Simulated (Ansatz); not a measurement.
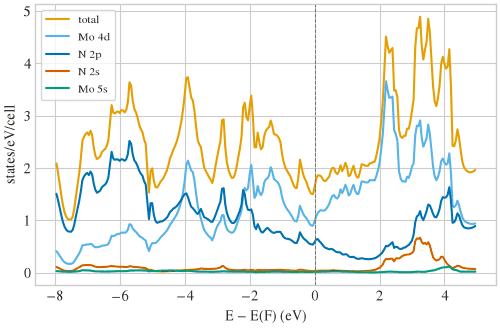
Figure. Total and projected density of states of MoN2 in space group P4/mbm (No. 127; Mo on 2a, N on 4h), DFT-r²SCAN in the program Ansatz with PAW potentials

Task: Which orbitals carry the states next to the Fermi level?

Result: Within 0.5 eV of the Fermi level: Mo 4d 63 %, N 2p 32 %. Projections are on Löwdin-orthogonalised atomic valence shells; empty p or d shells of many metals are not among them.

Task: Where is the tallest occupied peak in this window, and what makes it?

Result: Near -3.9 eV, about 3.7 states/eV per cell; the largest projected share is Mo 4d.

The workflow started from a Materials Project entry (that database holds measured and hypothetical structures alike); the Crystallography Open Database copy checked does not list it. Whether it is the stable phase at ambient conditions was not checked. The cell was relaxed with r²SCAN under the symmetry of its start; its stability against distortions is not shown here. No spin polarisation was allowed. Spin–orbit coupling is left out wherever it is not named.

Potentials: the later of the program's two PAW sets.
